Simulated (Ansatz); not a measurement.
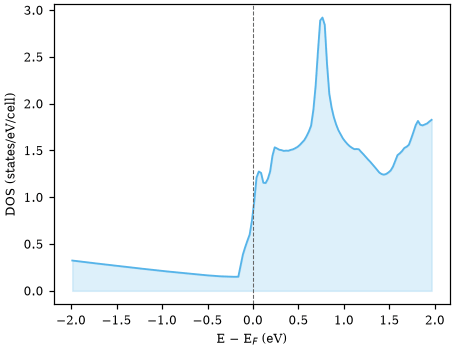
Figure: Density of states of ScH$_{3}$ (Fm-3m) near the Fermi level, PBEsol, rigid bands in Ansatz (a first-principles code).

Problem. How far does the Fermi level move in a rigid band for 0.1 electron a cell added or removed?

Solution. 92 meV and -270 meV.

A metal at this level (no band gap); rigid bands, thermally averaged at 300 K, both spins. Spin-orbit coupling is left out. Geometry: cell and atoms relaxed with PBEsol.

Computed structure with no diffraction record at hand here (it may be known, metastable or hypothetical): ScH3 (Fm-3m).
